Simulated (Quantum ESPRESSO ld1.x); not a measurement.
**Run report: C, atomic calculation**

Atomic carbon (C) in the configuration [He] 2s2 2p2 (2p1/2: 2). Computed at this level: Dirac Kohn-Sham, LDA (Slater exchange, Perdew-Zunger correlation), spin-unpolarised, spherical densities, point nucleus (Quantum ESPRESSO ld1.x 7.5).

**Key numbers**

- outcome: converged
- total energy: −37.440920 hartree
- kinetic energy: 37.237727 hartree
- electron–nucleus energy: −87.583403 hartree
- Hartree energy: 17.634328 hartree
- exchange–correlation energy: −4.729571 hartree
- radius at density 0.001 e/bohr³: 3.69 bohr
- SCF iterations: 27
- hardware: 1 CPU thread, shared host
- wall time: 0.87 s

**The input**
```
 &input
    zed=6.0,
    iswitch=1,
    rel=2,
    dft='PZ',
    config='[He] 2s2 2p2',
    lsmall=.true.,
    prefix='ld1',
    max_out_wfc=37,
    file_charge='ld1.rho',
 /
```

Launched with:
```bash
OMP_NUM_THREADS=1 ld1.x < ld1.in > ld1.out
```

**Log**
```
     Program LD1 v.7.5 starts

     --------------------------- All-electron run ----------------------------

     dirac relativistic calculation

     atomic number is  6.00
     dft =PZ   lsd =0 sic =0 latt =0  beta=0.20 tr2=1.0E-14
     Exchange-correlation= PZ
                           (   1   1   0   0   0   0   0)
     mesh =1801 r(mesh) = 100.30751 a.u. xmin = -8.00 dx = 0.00800
     1 Ry =  13.60569312 eV, c = 137.03599908

     n l j   nl                  e(Ry)          e(Ha)          e(eV)
     Spin orbit split results
     1 0 0.5 1S 1( 2.00)       -19.9033        -9.9516      -270.7975
     2 0 0.5 2S 1( 2.00)        -1.0025        -0.5013       -13.6398
     2 1 0.5 2P 1( 2.00)        -0.3985        -0.1993        -5.4222
     2 1 1.5 2P 1( 0.00)        -0.3979        -0.1989        -5.4133
     Averaged results
     1 0     1S 1( 2.00)       -19.9033        -9.9516      -270.7975
     2 0     2S 1( 2.00)        -1.0025        -0.5013       -13.6398
     2 1     2P 1( 2.00)        -0.3981        -0.1990        -5.4163

     final scf error:  9.6E-15 reached in  27 iterations

     Etot =     -74.881840 Ry,     -37.440920 Ha,   -1018.819334 eV

     Ekin =      74.475453 Ry,      37.237726 Ha,    1013.290154 eV
     Encl =    -175.166806 Ry,     -87.583403 Ha,   -2383.265807 eV
     Eh   =      35.268655 Ry,      17.634327 Ha,     479.854492 eV
     Exc  =      -9.459141 Ry,      -4.729571 Ha,    -128.698172 eV

     normalization and overlap integrals

     s(1S/1S) =  1.000000  <r> =   0.2727  <r2> =    0.1008  r(max) =   0.1749
     s(1S/2S) =  0.000000
     s(2S/2S) =  1.000000  <r> =   1.5830  <r2> =    3.0402  r(max) =   1.2120
     s(2P/2P) =  1.000000  <r> =   1.7938  <r2> =    4.2245  r(max) =   1.1927
     s(2P/2P) =  1.000000  <r> =   1.7952  <r2> =    4.2311  r(max) =   1.1927

     ------------------------ End of All-electron run ------------------------
```

**Orbitals**

```tsv
orbital	occupation	energy (eV)	⟨r⟩ (bohr)	outer maximum (bohr)
1s	2	−270.798	0.2727	0.175
2s	2	−13.640	1.583	1.21
2p1/2	2	−5.422	1.794	1.19
2p3/2	0	−5.413	1.795	1.19
```

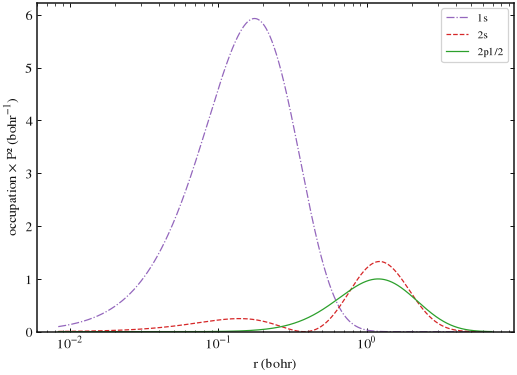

Fig. 1: The radial probability densities P² (large components) of 1s, 2p1/2 and 2s, each times its occupation. 1s: outer maximum at 0.175 bohr, ⟨r⟩ = 0.273 bohr, 0 nodes, eigenvalue −270.8 eV; 2s: outer maximum at 1.21 bohr, ⟨r⟩ = 1.58 bohr, 1 node, eigenvalue −13.6 eV; 2p1/2: outer maximum at 1.19 bohr, ⟨r⟩ = 1.79 bohr, 0 nodes, eigenvalue −5.42 eV.

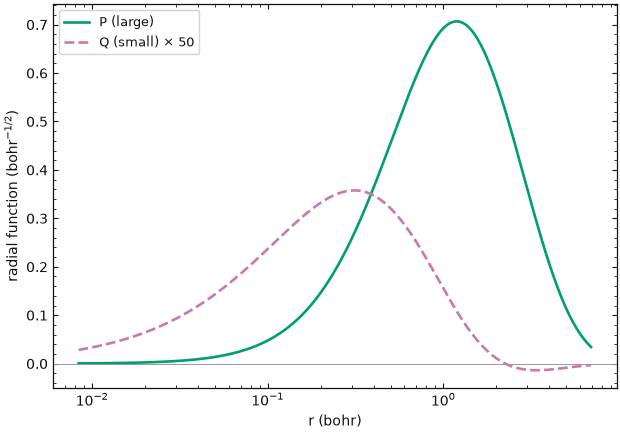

Fig. 2: The large and small radial components of the 2p1/2 spinor. The spinor has κ = 1: the large component has l = 1 and 0 radial nodes, the small one has l = 0. The small component carries 0.0033 % of the norm; ⟨r⟩ = 1.79 bohr and the eigenvalue is −5.42 eV.

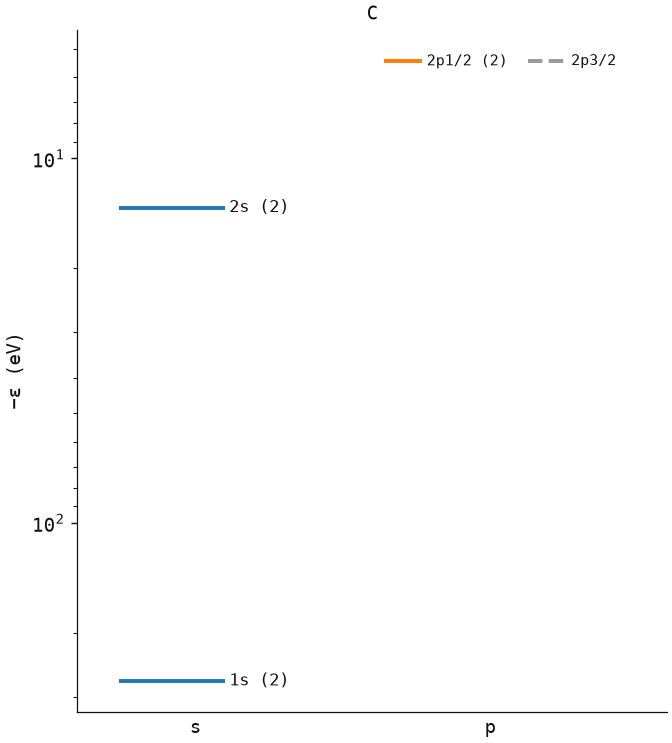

Fig. 3: The occupied levels and a few empty ones, on a logarithmic scale of binding energy, are drawn by angular momentum (occupations in brackets, the lower j at the left of each column, empty levels dashed). The highest occupied level is 2p1/2 at −5.42 eV. From the top down the occupied levels run 2p1/2 (−5.42 eV), 2s (−13.6 eV), 1s (−270.8 eV). The lowest empty level drawn is 2p3/2 at −5.41 eV. Spin-orbit splittings: 2p 0.00890 eV.
